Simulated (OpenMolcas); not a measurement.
**Run report: OF₂ (charge +1), single-point calculation (part 4 of 4)**

The same run, continued: OF₂, charge +1, multiplicity 4, SMILES F[O+]F; ROMP2/cc-pVTZ, ROHF (OpenMolcas 26.06). The geometry is that of the parent species in another charge or spin state. The geometry comes from this level: PBE0-D4/def2-TZVP.

Geometry of the input (Å):
```
F  0.9202  -0.3090  0.4734
O  0.0006  0.5052  0.0557
F  -0.9208  -0.1962  -0.5291
```

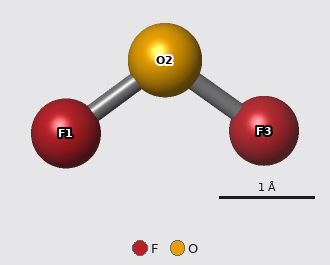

**Figure 1.** The structure (ball-and-stick view, seen on its broad side; atoms are numbered from 1 in the order of the input).

The program's output, continued:
```
-----------------------------------------------------------------------------------------------------------------------------
   1     0.000000   -0.008726   -0.000000   -0.058600   -0.081205   -0.011524   -0.139901   -0.386546   -0.686502    0.005732
   2     0.000000   -0.008764   -0.000000   -0.058863   -0.081285   -0.011537   -0.140012   -0.386625   -0.687086    0.001212
   3     0.000000   -0.008769   -0.000000   -0.058898   -0.081287   -0.011536   -0.140017   -0.386616   -0.687123    0.000293
   4     0.000000   -0.008765   -0.000000   -0.058887   -0.081280   -0.011535   -0.140006   -0.386610   -0.687082    0.000040
   5     0.000000   -0.008765   -0.000000   -0.058886   -0.081279   -0.011535   -0.140006   -0.386610   -0.687080    0.000017
   6     0.000000   -0.008765   -0.000000   -0.058886   -0.081279   -0.011535   -0.140007   -0.386610   -0.687082    0.000003
-----------------------------------------------------------------------------------------------------------------------------

  FINAL CASPT2 RESULT:

      Reference energy:        -272.8933661916
      E2 (Non-variational):      -0.6870822760
      E2 (Variational):          -0.6870822039
      Total energy:            -273.5804483955
      Residual norm:              0.0000007463
      Reference weight:           0.86873

      Contributions to the CASPT2 correlation energy
      Active & Virtual Only:         -0.0115346032
      One Inactive Excited:          -0.1988929114
      Two Inactive Excited:          -0.4766547615

++ Denominators, etc.
--------------------------------------------------------------------------------------------------------------
 Report on small energy denominators, large coefficients, and large energy contributions.
CASE  SYMM ACTIVE-MIX  NON-ACTIVE INDICES          DENOMINATOR     RHS VALUE       COEFFICIENT     CONTRIBUTION
VJTU     1  Mu1.0001  In1.010                       0.29728546      0.00000000     -0.00000000     -0.00000000
VJTU     1  Mu1.0001  In1.011                       0.24951606     -0.00000094     -0.00569312      0.00000001
VJTIM    1  Mu1.0003  In1.008 In1.007               1.39845530     -0.06313371      0.04492090     -0.00283602
VJTIM    1  Mu1.0002  In1.009 In1.007               1.23107022     -0.03815069      0.03043576     -0.00116115
AIVX     1  Mu1.0002  In1.010 Se1.015               0.75952456      0.01940661     -0.02761895     -0.00053599
AIVX     1  Mu1.0005  In1.008 Se1.018               1.61436460     -0.04859485      0.02960225     -0.00143852
VJAIP    1  Mu1.0002  Se1.015 In1.010 In1.009       1.50505584      0.03819145     -0.02618368     -0.00099999
VJAIM    1  Mu1.0003  Se1.015 In1.009 In1.007       1.93659077      0.05487685     -0.02766284     -0.00151805
VJAIM    1  Mu1.0002  Se1.015 In1.009 In1.008       1.62226164      0.04560979     -0.02769183     -0.00126302
VJAIM    1  Mu1.0002  Se1.015 In1.010 In1.009       1.50505584     -0.06328368      0.04329207     -0.00273968
BJAIP    1  Se1.015 In1.007 Se1.015 In1.009         2.27125805     -0.06673209      0.02956910     -0.00197321
BJAIP    1  Se1.015 In1.009 Se1.015 In1.009         2.16039712      0.11427452     -0.05363612     -0.00612924
BJAIP    1  Se1.015 In1.009 Se1.017 In1.009         2.63029191      0.07294041     -0.02776668     -0.00202531
BJAIP    1  Se1.015 In1.009 Se1.015 In1.011         2.03523517      0.05592658     -0.02759249     -0.00154315
--

   (Skipping property calculation,
    use PROP keyword to activate)
--

  Total CASPT2 energies:
::    CASPT2 Root  1     Total energy:   -273.58044840

  A NEW JOBIPH FILE NAMED 'JOBMIX' IS PREPARED.
********************************************************************************
--- Stop Module: caspt2 /rc=_RC_ALL_IS_WELL_ ---
--- Module caspt2 spent 1 second ---

.##################.
.# Happy landing! #.
.##################.

    Timing: Wall=28.10 User=22.16 System=5.72
```

Summary:

```csv
quantity,value
outcome,converged
total energy,−273.580448 hartree
SCF energy,−272.893366 hartree
correlation energy,−0.687082 hartree
basis functions,90
wall time,29 s
peak memory,0.49 GiB
```
